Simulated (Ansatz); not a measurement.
## Dielectric function and optical constants of GdCu2C2 (model structure)

Aim: the dielectric function of GdCu2C2 (model structure), and the optical constants that follow from it. The cell was made here by substitution or stacking, whether or not such a phase is known. It was built so: All Au replaced by Cu and Si replaced by C in the I4/mmm structure of GdSi2Au2.

Main program and level: Ansatz 0.2.0; DFT, PBE, plane-wave PAW, default files, scalar-relativistic, independent-particle optical response without local fields.

### Step 1. Starting point

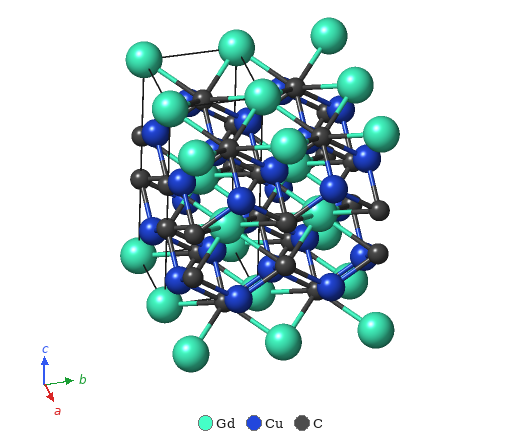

The cell as given, slightly off an axis (gadolinium teal, copper blue, carbon dark grey). 2×2×1 cells are drawn. This picture shows the conventional cell, with its axes. Some periodic images of atoms are drawn too.

### Step 2. Relaxation

Spectra hang on bond lengths, so the cell is first brought to its minimum.

This step: DFT, PBE, plane-wave PAW, default files, scalar-relativistic, relaxation (Ansatz 0.2.0).

input.yaml reads:

```yaml
crystal:
  lattice:
    - [-1.90566043, 1.90566043, 4.56527613]
    - [1.90566043, -1.90566043, 4.56527613]
    - [1.90566043, 1.90566043, -4.56527613]
  atoms:
    - { symbol: Gd, position: [0.0, 0.0, 0.0], spin: 7.0 }
    - { symbol: Cu, position: [0.25, 0.75, 0.5], spin: 0.6 }
    - { symbol: Cu, position: [0.75, 0.25, 0.5], spin: 0.6 }
    - { symbol: C, position: [0.61, 0.61, 0.0] }
    - { symbol: C, position: [0.39, 0.39, 0.0] }
magnetization:
  spin_polarized: true
kpoints:
  mp_grid: { grid: [8, 8, 8] }
scf:
  occupations: { method: fermi_dirac, width: 0.05 }
hamiltonian:
  xc: pbe
  pseudopotentials: { kind: paw }
output:
  forces: true
  stress: true
relax:
  f_tol: 0.02
  max_steps: 50
  cell: {}
```

Started as:

```
$ ansatz run input.yaml --threads 2 --pin off --max-ram 5120MiB --backend cpu --events-out ev --progress --plain --runs-dir out
```

Numbers of over 12 decimals in the logs are rounded to 6 here.

Output:

```text
Engine: ansatz 0.2.0, aarch64-unknown-linux-gnu
Pseudopotentials: kind: paw
Pseudopotential: Gd, paw, valence charge 18, recommended cutoff 420 eV (normal), Gd.paw.azcp
Pseudopotential: Cu, paw, valence charge 19, recommended cutoff 420 eV (normal), Cu.paw.azcp
Pseudopotential: C, paw, valence charge 4, recommended cutoff 420 eV (normal), C.paw.azcp
Functional definition: PBE
  parameter kappa = 0.804
  parameter beta = 0.066725
  exchange = pbe_x(kappa = kappa, mu = beta*pi^2/3)
  correlation = pbe_c(beta = beta)
Crystal: 5 atoms, lattice volume = 66.316 Å³
Basis set: ecut = 420 eV, 1291 PW (Γ), exchange–correlation on 72×72×72 points (8 copies of the dense FFT grid, shifted against one another)
Bands: 44, of which v1, the nominal top of the filled ones, is band 32 counted from 1 (31 counted from 0)
Symmetry: 16 space group operations
Space group: I4/mmm (ITA 139), of the structure as read, at distance tolerance 4.0e-5 Å
Magnetic group: BNS 139.531 (UNI 1191), of the structure as read, at distance tolerance 4.0e-5 Å
k-points: 59 of 512
Non-local potential: Gd, projectors of the file, l = 0: 3, l = 1: 2, l = 2: 2, l = 3: 3
Non-local potential: Cu, projectors of the file, l = 0: 3, l = 1: 2, l = 2: 3, l = 3: 1
Non-local potential: C, projectors of the file, l = 0: 2, l = 1: 2, l = 2: 1
PAW form: soft (Blöchl's): semilocal exchange-correlation on the pseudo side does not see the compensation charge
PAW one-centre angular grid: Gd, 590 points (default); XC on 64 Gauss nodes
PAW one-centre angular grid: Cu, 590 points (default); XC on 64 Gauss nodes
PAW one-centre angular grid: C, 110 points (default); XC on 64 Gauss nodes
Initial density: superposition of atomic densities (chi_scale 0.1, normalization cell, long waves kept (reshape's long-wave potential 0.01 eV rms))
Starting moments: Σ|m| = 8.2 μB on 3 of 5 sites
Initial wavefunctions: pseudopotential atomic-orbital guess
Functional: x = pbe(κ = 0.804, μ = 0.219515), c = pbe(β = 0.066725)
SCF iter   1: F=—  HF=-23095.900844 eV  |F-HF|=—  |Δ(HF+E_count)|=         —  Δρ=3.19e-1 (↑3.13e-1 ↓3.19e-1)  dr2=2.49e2  dr2_m=6.98e-2  M=7.470 μB ∫|m|=7.496 μB  β_m=0.30  ethr=3.10e-3  ⟨swp⟩=5.5  Hψ=16428  notcnv=0
Mixer restart at iter 1: flushing history
preconditioner: auto → Kerker (q_TF=auto, 2.712 Å⁻¹)  [metal: Δε(μ)=0.002 eV  Ē_g=8.540 eV  σ=0.050 eV  W_gap=0.01  n_scr=30 (ndim 8)  ℏωp=30.9 eV  f_vac=0.000  D(μ)=7.75/eV (n_scr^D=102)]
spin=Collinear: Kerker preconditioning applied to the charge; magnetization (m = ρ↑ − ρ↓) channel mixes plain (no charge-response kernel on spin).
SCF iter   2: F=—  HF=-23092.217477 eV  |F-HF|=—  |Δ(HF+E_count)|=    3.68e0  Δρ=1.44e-1 (↑1.40e-1 ↓1.44e-1)  dr2=2.51e1  dr2_m=1.11e-1  M=6.844 μB ∫|m|=7.037 μB  β_m=0.26  ethr=3.10e-3  ⟨swp⟩=4.0  Hψ=17980  notcnv=0  defer=100
SCF iter   3: F=—  HF=-23082.460788 eV  |F-HF|=—  |Δ(HF+E_count)|=    9.76e0  Δρ=4.78e-2 (↑4.39e-2 ↓4.78e-2)  dr2=2.14e0  dr2_m=8.63e-2  M=6.812 μB ∫|m|=7.071 μB  β_m=0.41  ethr=3.10e-3  ⟨swp⟩=3.0  Hψ=13853  notcnv=0  defer=212
SCF iter   4: F=—  HF=-23081.899993 eV  |F-HF|=—  |Δ(HF+E_count)|=   5.61e-1  Δρ=2.66e-2 (↑2.66e-2 ↓2.39e-2)  dr2=2.15e0  dr2_m=3.11e-2  M=6.781 μB ∫|m|=7.060 μB  β_m=0.58  ethr=3.10e-3  ⟨swp⟩=2.8  Hψ=11514  notcnv=0  defer=199
SCF iter   5: F=—  HF=-23081.892338 eV  |F-HF|=—  |Δ(HF+E_count)|=   7.66e-3  Δρ=2.06e-2 (↑2.06e-2 ↓2.05e-2)  dr2=6.28e-1  dr2_m=1.60e-2  M=6.792 μB ∫|m|=7.066 μB  β_m=0.79  ethr=3.10e-3  ⟨swp⟩=2.3  Hψ=9085  notcnv=0  defer=196
SCF iter   6: F=—  HF=-23082.002989 eV  |F-HF|=—  |Δ(HF+E_count)|=   1.11e-1  Δρ=1.53e-2 (↑1.18e-2 ↓1.53e-2)  dr2=4.77e-1  dr2_m=3.05e-3  M=6.865 μB ∫|m|=7.128 μB  β_m=0.63  ethr=9.81e-4  ⟨swp⟩=2.5  Hψ=8307  notcnv=0  defer=202
SCF iter   7: F=—  HF=-23081.967977 eV  |F-HF|=—  |Δ(HF+E_count)|=   3.50e-2  Δρ=7.50e-3 (↑5.35e-3 ↓7.50e-3)  dr2=1.38e-1  dr2_m=3.87e-3  M=6.884 μB ∫|m|=7.152 μB  β_m=0.61  ethr=7.45e-4  ⟨swp⟩=2.6  Hψ=9710  notcnv=0  defer=202
SCF iter   8: F=—  HF=-23081.956865 eV  |F-HF|=—  |Δ(HF+E_count)|=   1.11e-2  Δρ=5.21e-3 (↑3.78e-3 ↓5.21e-3)  dr2=8.63e-2  dr2_m=1.32e-3  M=6.887 μB ∫|m|=7.161 μB  β_m=0.80  ethr=2.16e-4  ⟨swp⟩=1.9  Hψ=6234  notcnv=0  defer=201
SCF iter   9: F=—  HF=-23081.942526 eV  |F-HF|=—  |Δ(HF+E_count)|=   1.43e-2  Δρ=3.58e-3 (↑3.26e-3 ↓3.58e-3)  dr2=2.91e-2  dr2_m=2.07e-4  M=6.871 μB ∫|m|=7.157 μB  β_m=0.81  ethr=1.35e-4  ⟨swp⟩=2.0  Hψ=6458  notcnv=0  defer=206
SCF iter  10: F=—  HF=-23081.939119 eV  |F-HF|=—  |Δ(HF+E_count)|=   3.41e-3  Δρ=1.24e-3 (↑1.24e-3 ↓1.19e-3)  dr2=3.22e-3  dr2_m=1.62e-6  M=6.870 μB ∫|m|=7.162 μB  β_m=0.90  ethr=4.54e-5  ⟨swp⟩=1.9  Hψ=6000  notcnv=0  defer=206
SCF iter  11: F=—  HF=-23081.938798 eV  |F-HF|=—  |Δ(HF+E_count)|=   3.21e-4  Δρ=3.05e-4 (↑2.89e-4 ↓3.05e-4)  dr2=1.68e-4  dr2_m=1.24e-7  M=6.868 μB ∫|m|=7.161 μB  β_m=0.95  ethr=5.02e-6  ⟨swp⟩=1.2  Hψ=5986  notcnv=0  defer=205
SCF iter  12: F=—  HF=-23081.938785 eV  |F-HF|=—  |Δ(HF+E_count)|=   1.31e-5  Δρ=1.08e-4 (↑1.08e-4 ↓1.02e-4)  dr2=1.57e-5  dr2_m=6.24e-7  M=6.868 μB ∫|m|=7.162 μB  β_m=0.88  ethr=2.62e-7  ⟨swp⟩=2.0  Hψ=7451  notcnv=0  defer=205
SCF iter  13: F=—  HF=-23081.938784 eV  |F-HF|=—  |Δ(HF+E_count)|=   1.70e-6  Δρ=3.69e-5 (↑2.12e-5 ↓3.69e-5)  dr2=1.79e-6  dr2_m=7.69e-8  M=6.868 μB ∫|m|=7.162 μB  β_m=0.84  ethr=2.46e-8  ⟨swp⟩=2.1  Hψ=7958  notcnv=0  defer=205
SCF iter  14: F=—  HF=-23081.938784 eV  |F-HF|=—  |Δ(HF+E_count)|=   2.64e-7  Δρ=7.52e-6 (↑7.52e-6 ↓6.33e-6)  dr2=1.12e-7  dr2_m=3.70e-9  M=6.868 μB ∫|m|=7.163 μB  β_m=0.83  ethr=2.79e-9  ⟨swp⟩=2.2  Hψ=7893  notcnv=0  defer=205
SCF iter  15: F=-23081.938784 eV  HF=-23081.938784 eV  |F-HF|=6.27e-8  |Δ(HF+E_count)|=   2.41e-8  Δρ=4.92e-6 (↑4.92e-6 ↓4.34e-6)  dr2=5.23e-8  dr2_m=1.85e-9  M=6.868 μB ∫|m|=7.163 μB  ethr=1.56e-10  ⟨swp⟩=2.8  Hψ=17969  notcnv=0
SCF 1 converged in 15 iterations: F = -23081.938784 eV  dr2 = 5.23e-8
  greatest PAW one-centre occupation: 1.000 electrons in one spin orbital (limit 2), on the Cu atom at site 2 (counted from 0), in its partial waves of l = 0
relax step   1: F+E_penalty+E_count = -23081.93878380 eV  Δ(F+E_penalty+E_count) = +0.000e0 eV  max|allowed force component| = 1.246e0 eV/Å  Δτ_max = 0.0000 Å  P = -18.495 GPa  Ω = 66.316 Å³  (15 SCF iters, dr2 threshold 1.00e-7 eV, accepted)
Crystal: 5 atoms, lattice volume = 58.225 Å³
Basis set: ecut = 420 eV, 1091 PW (Γ), exchange–correlation on 72×72×72 points (8 copies of the dense FFT grid, shifted against one another)
Initial density: handed on by an earlier stage of this run
[...]
SCF 3 converged in 11 iterations: F = -23082.993501 eV  dr2 = 5.71e-8
relax step   3: F+E_penalty+E_count = -23082.99350055 eV  Δ(F+E_penalty+E_count) = -2.027e-1 eV  max|allowed force component| = 1.259e0 eV/Å  Δτ_max = 0.1529 Å  P = +14.722 GPa  Ω = 53.335 Å³  energy of the carried Pulay correction = +1.770e-2 eV  (11 SCF iters, dr2 threshold 5.00e-7 eV, accepted)
[...]
relax step   4: F+E_penalty+E_count = -23083.09653962 eV  Δ(F+E_penalty+E_count) = -1.030e-1 eV  max|allowed force component| = 1.216e0 eV/Å  Δτ_max = 0.0660 Å  P = -0.681 GPa  Ω = 56.800 Å³  energy of the carried Pulay correction = +1.261e-2 eV  (11 SCF iters, dr2 threshold 5.00e-7 eV, accepted)
[...]
relax step   5: F+E_penalty+E_count = -23083.17630222 eV  Δ(F+E_penalty+E_count) = -7.976e-2 eV  max|allowed force component| = 1.393e-1 eV/Å  Δτ_max = 0.0546 Å  P = +0.277 GPa  Ω = 57.085 Å³  energy of the carried Pulay correction = +1.220e-2 eV  (9 SCF iters, dr2 threshold 5.00e-7 eV, accepted)
[...]
relax step   6: F+E_penalty+E_count = -23083.17703872 eV  Δ(F+E_penalty+E_count) = -7.365e-4 eV  max|allowed force component| = 2.463e-3 eV/Å  Δτ_max = 0.0063 Å  P = +0.047 GPa  Ω = 57.263 Å³  energy of the carried Pulay correction = +1.195e-2 eV  (7 SCF iters, dr2 threshold 5.00e-7 eV, accepted)
[...]
relax step   7: F+E_penalty+E_count = -23083.17701925 eV  Δ(F+E_penalty+E_count) = +1.947e-5 eV  max|allowed force component| = 4.362e-5 eV/Å  Δτ_max = 0.0001 Å  P = +0.001 GPa  Ω = 57.279 Å³  energy of the carried Pulay correction = +1.193e-2 eV  (6 SCF iters, dr2 threshold 1.22e-8 eV, accepted)
[...]
relax step   8: F+E_penalty+E_count = -23083.16831997 eV  Δ(F+E_penalty+E_count) = +8.699e-3 eV  max|allowed force component| = 2.400e-3 eV/Å  Δτ_max = 0.0000 Å  P = -0.110 GPa  Ω = 57.279 Å³  stress off target by 1.13e-1 GPa  SCF on the basis re-selected at this cell (its energy is not comparable with the rows above)  (10 SCF iters)
[...]
relax step   9: F+E_penalty+E_count = -23083.16839018 eV  Δ(F+E_penalty+E_count) = -7.021e-5 eV  max|allowed force component| = 1.290e-4 eV/Å  Δτ_max = 0.0002 Å  P = -0.006 GPa  Ω = 57.240 Å³  energy of the carried Pulay correction = +5.669e-5 eV  (6 SCF iters, dr2 threshold 3.19e-8 eV, accepted)
iter 1 solved again at ethr=7.07e-9 eV; its pass at ethr=3.10e-3 eV (dr2=4.53e-6 eV) is discarded
SCF iter   1: F=—  HF=-23083.168331 eV  |F-HF|=—  |Δ(HF+E_count)|=         —  Δρ=2.41e-6 (↑2.33e-6 ↓2.41e-6)  dr2=7.69e-9  dr2_m=1.12e-10  M=6.894 μB ∫|m|=7.084 μB  β_m=0.65  ethr=7.07e-9  ⟨swp⟩=4.3  Hψ=36885  notcnv=0
preconditioner: auto → Kerker (q_TF=auto, 2.780 Å⁻¹)  [metal: Δε(μ)=0.018 eV  Ē_g=10.347 eV  σ=0.050 eV  W_gap=0.09  n_scr=22 (ndim 8)  ℏωp=33.3 eV  f_vac=0.000  D(μ)=1.30/eV (n_scr^D=10)]
spin=Collinear: Kerker preconditioning applied to the charge; magnetization (m = ρ↑ − ρ↓) channel mixes plain (no charge-response kernel on spin).
SCF iter   2: F=—  HF=-23083.168331 eV  |F-HF|=—  |Δ(HF+E_count)|=   6.31e-8  Δρ=1.08e-6 (↑1.02e-6 ↓1.08e-6)  dr2=2.67e-9  dr2_m=8.72e-11  M=6.894 μB ∫|m|=7.084 μB  β_m=0.65  ethr=1.20e-11  ⟨swp⟩=2.9  Hψ=10414  notcnv=0
SCF iter   3: F=—  HF=-23083.168331 eV  |F-HF|=—  |Δ(HF+E_count)|=   1.77e-9  Δρ=1.82e-6 (↑1.72e-6 ↓1.82e-6)  dr2=5.71e-9  dr2_m=2.03e-11  M=6.894 μB ∫|m|=7.084 μB  β_m=0.65  ethr=4.16e-12  ⟨swp⟩=2.4  Hψ=8180  notcnv=0
SCF iter   4: F=—  HF=-23083.168331 eV  |F-HF|=—  |Δ(HF+E_count)|=  4.37e-10  Δρ=1.74e-6 (↑1.74e-6 ↓1.72e-6)  dr2=3.14e-9  dr2_m=7.02e-12  M=6.894 μB ∫|m|=7.084 μB  β_m=0.54  ethr=4.16e-12  ⟨swp⟩=2.0  Hψ=8983  notcnv=0
SCF iter   5: F=—  HF=-23083.168331 eV  |F-HF|=—  |Δ(HF+E_count)|=  5.82e-11  Δρ=3.57e-7 (↑3.32e-7 ↓3.57e-7)  dr2=1.10e-10  dr2_m=8.78e-12  M=6.894 μB ∫|m|=7.084 μB  β_m=0.62  ethr=4.16e-12  ⟨swp⟩=2.0  Hψ=7208  notcnv=0
SCF iter   6: F=—  HF=-23083.168331 eV  |F-HF|=—  |Δ(HF+E_count)|=  1.75e-10  Δρ=2.54e-7 (↑2.06e-7 ↓2.54e-7)  dr2=8.91e-11  dr2_m=3.36e-12  M=6.894 μB ∫|m|=7.084 μB  β_m=0.81  ethr=1.00e-12  ⟨swp⟩=2.0  Hψ=6570  notcnv=0
SCF iter   7: F=—  HF=-23083.168331 eV  |F-HF|=—  |Δ(HF+E_count)|=  1.46e-11  Δρ=9.22e-8 (↑8.90e-8 ↓9.22e-8)  dr2=1.22e-11  dr2_m=5.15e-14  M=6.894 μB ∫|m|=7.084 μB  β_m=0.81  ethr=1.00e-12  ⟨swp⟩=1.0  Hψ=5192  notcnv=0
SCF iter   8: F=-23083.168331 eV  HF=-23083.168331 eV  |F-HF|=7.28e-12  |Δ(HF+E_count)|=    0.00e0  Δρ=2.72e-8 (↑1.52e-8 ↓2.72e-8)  dr2=5.90e-13  dr2_m=5.66e-14  M=6.894 μB ∫|m|=7.084 μB  ethr=1.00e-12  ⟨swp⟩=3.0  Hψ=16910  notcnv=0
SCF 10 converged in 8 iterations: F = -23083.168331 eV  dr2 = 5.90e-13
relax step  10: F+E_penalty+E_count = -23083.16833124 eV  Δ(F+E_penalty+E_count) = +5.893e-5 eV  max|allowed force component| = 1.292e-4 eV/Å  Δτ_max = 0.0000 Å  P = -0.006 GPa  Ω = 57.240 Å³  stress off target by 1.01e-2 GPa  SCF on the basis re-selected at this cell (its energy is not comparable with the rows above)  (8 SCF iters)
basis re-selected at this cell: Δ(F+E_penalty+E_count) = +5.893e-5 eV, ΔP = -0.000 GPa vs the last step (what re-selecting the basis moved, of the pressure what is left beyond the Pulay correction that the steps carried, after the strain that the cell walked since its last selection, with what the two solves' SCF thresholds leave and, on support functions, any second-order correction that the steps lacked; it is no m [...]
SCF converged after 8 iterations
Magnetization: 6.8941 μB (35.4470 up, 28.5530 down)
Absolute magnetization: 7.0925 μB (∫|ρ↑−ρ↓|, with the PAW one-centre terms)
Spin contamination: 0.1092 ħ² per cell (⟨S²⟩ above its minimum at these occupations)
Per-site moments (μB) at R_I (Å): [(6.841485, 1.100228), (-0.00215949, 0.952337), (-0.00215949, 0.952337), (-0.022776, 0.619755), (-0.022776, 0.619755)]
Free energy (F): -23083.168331 eV
Harris-Foulkes:  -23083.168331 eV  (|F-HF|=7.28e-12)
Internal energy: -23083.157514 eV  (E = F + TS)
E sigma→0 (E₀):  -23083.162923 eV
Entropy (-TS):   -0.010817 eV (-2.163 meV/atom)
Fermi energy:    17.301994 eV
--- Per-component energies (eV) ---
  E_band       = -588.780855
  E_kinetic    = 1180.793589
  E_local      = -10951.236502  (includes V_loc(G=0)·N_el)
  E_nonlocal   = 1122.376200
  E_hartree    = 4843.176117
  E_xc         = -510.184140
  E_vxc        = -605.680000  (∫ρ·V_xc dr)
  E_paw        = -9973.409799  (= ΣΔE_a)
  E_vpaw       = -1021.386966  (= ΣTr[D̂ρ^β])
  E_aug_tail   = 0.000562  (compensation charges beyond the density's cutoff)
  E_ewald      = -8794.673540
  E_smearing   = -0.010817  (= −TS)
  E_closure    = -0.000000  (closes the sum)
  Σ components = -23083.168331   (vs F -23083.168331, Δ=0.00e0)
--- Forces (eV/Å), atoms counted from 1 ---
  atom   1  Gd     0.00000000     0.00000000     0.00000000
  atom   2  Cu     0.00000000     0.00000000     0.00000000
  atom   3  Cu    -0.00000000     0.00000000     0.00000000
  atom   4  C      0.00000000     0.00000000    -0.00012921
  atom   5  C     -0.00000000    -0.00000000     0.00012921
  max |Σ_I F_I| component: 2.78e-17 eV/Å
--- Stress (GPa, compression-positive) ---
       -0.010078      -0.000000      -0.000000
       -0.000000      -0.010078      -0.000000
        0.000000       0.000000       0.002270
  P = ⅓ Tr σ = -0.0060 GPa (-0.060 kbar)
--- Relaxed structure (8 steps of the walk, 8 accepted, 2 SCFs on fresh bases) ---
  F+E_penalty+E_count = -23083.16833124 eV   max|allowed force component| = 1.292e-4 eV/Å   (the final SCF, on the basis selected at the relaxed cell)
  cell:  # Å, volume = 57.2399 Å³
    - [-1.809659, 1.809659, 4.369639]
    - [1.809659, -1.809659, 4.369639]
    - [1.809659, 1.809659, -4.369639]
  atoms:
    - { symbol: Gd, position: [9.119571793227627e-19, 9.119571793227625e-19, 0] }
    - { symbol: Cu, position: [0.250000, 0.75, 0.5] }
    - { symbol: Cu, position: [0.75, 0.250000, 0.5] }
    - { symbol: C, position: [0.585959, 0.585959, 0] }
    - { symbol: C, position: [0.414041, 0.414041, 0] }
```

It took 2.1 min on 2 threads of Arm Neoverse V1, shared host; peak memory 0.57 GiB.

Relaxation path:

```
step  energy less that of the first step (eV)  largest force component (eV/Å)  pressure (GPa)  volume (Å³)
   1                                   0.0000                          1.2459          -18.49        66.32
   2                                  -0.8520                          1.6666           -4.93        58.23
   3                                  -1.0547                          1.2591           14.72        53.33
   4                                  -1.1578                          1.2162           -0.68        56.80
   5                                  -1.2375                          0.1393            0.28        57.08
   6                                  -1.2383                          0.0025            0.05        57.26
   7                                  -1.2382                          0.0000            0.00        57.28
  8*                                  -1.2295                          0.0024           -0.11        57.28
   9                                  -1.2296                          0.0001           -0.01        57.24
 10*                                  -1.2295                          0.0001           -0.01        57.24
```

Relaxation steps marked * repeat the geometry before them on a plane-wave basis chosen anew for their cell, so energy and pressure can jump there.

Forces are held to the 16 operations that the run works with; a distortion that breaks them can't arise in this run.

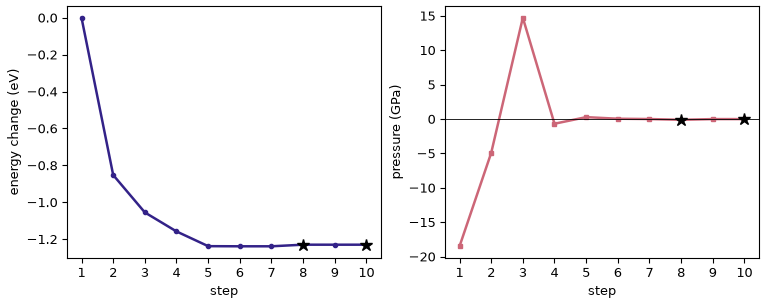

Energy and pressure along the relaxation. Stars mark steps on a basis chosen anew.

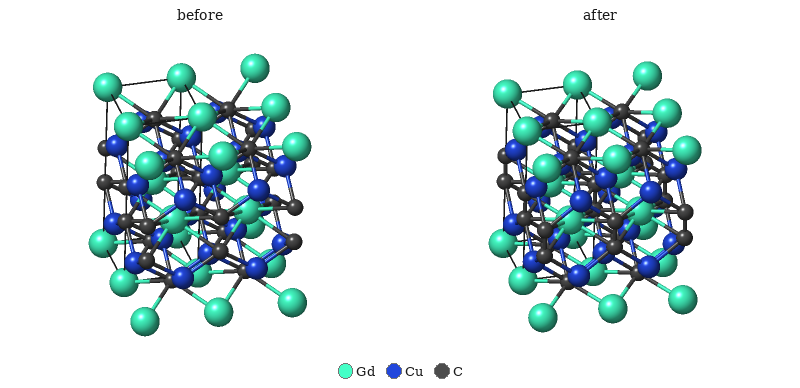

Before and after, at one scale.

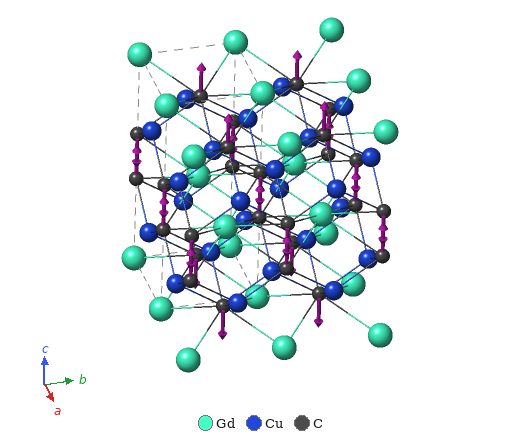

Displacements in the relaxation, exaggerated, measured against the changing cell; the longest in the cell stands for 0.21 Å. 2×2×1 conventional cells are drawn. Some periodic images of atoms are drawn too.

```
conventional cell, symmetrised  before  after   change
                         a (Å)   3.811  3.619   -5.0 %
                         b (Å)   3.811  3.619   -5.0 %
                         c (Å)   9.131  8.739   -4.3 %
              volume (Å³/atom)   13.26  11.45  -13.7 %
```

The atoms that moved most (Å, as changes of fractional coordinates times the final cell):

```
atom     dx     dy      dz  length
  C4  0.000  0.000  -0.210   0.210
  C5  0.000  0.000   0.210   0.210
```

The relaxed structure:

```xyz
5
Lattice="-1.8097 1.8097 4.3696 1.8097 -1.8097 4.3696 1.8097 1.8097 -4.3696" Properties=species:S:1:pos:R:3 pbc="T T T"
Gd    0.0000    0.0000    0.0000
Cu    1.8097    0.0000    2.1848
Cu    0.0000    1.8097    2.1848
C     0.0000    0.0000    5.1209
C     0.0000    0.0000    3.6184
```

The relaxation ends with a largest force component of 1.3e-4 eV/Å and a pressure of -0.01 GPa.

(Part 1 of 2 ends here.)

[Logs are printed without paths, hosts, clocks, repeated set-up lines and the standing remarks that a program may print on its own settings, such as how far it seeks lower states.]

[Hosts, paths, dates, database ids (printed as entryN), source tags and the programs' standing remarks are cut or masked in the printed files.]
